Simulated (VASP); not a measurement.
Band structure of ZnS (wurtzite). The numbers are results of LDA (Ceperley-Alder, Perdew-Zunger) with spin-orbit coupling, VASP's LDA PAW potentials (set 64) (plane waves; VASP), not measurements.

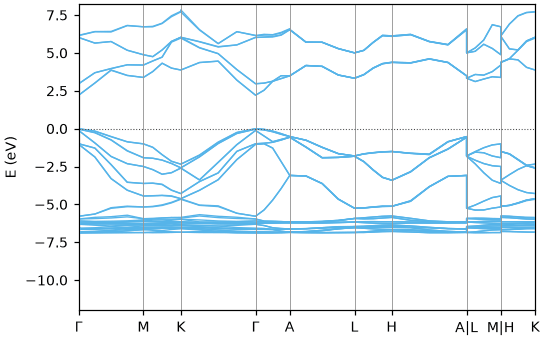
*Bands along high-symmetry lines, zero at the valence-band maximum or, without a gap, the Fermi level*

Question: Read the plot: is there a gap, and where are the band edges?

Answer: The gap is direct, 2.21 eV, from the valence maximum at Γ to the conduction minimum at Γ.

Measured: gap 3.91 eV (computed value off by -1.70 eV), as given by Mehmet Aras et al., The Journal of Chemical Physics (2014), arXiv:1312.4272.

The compound is ZnS in the wurtzite structure, the high-temperature form. It was relaxed first, which changed the volume by -6 %.
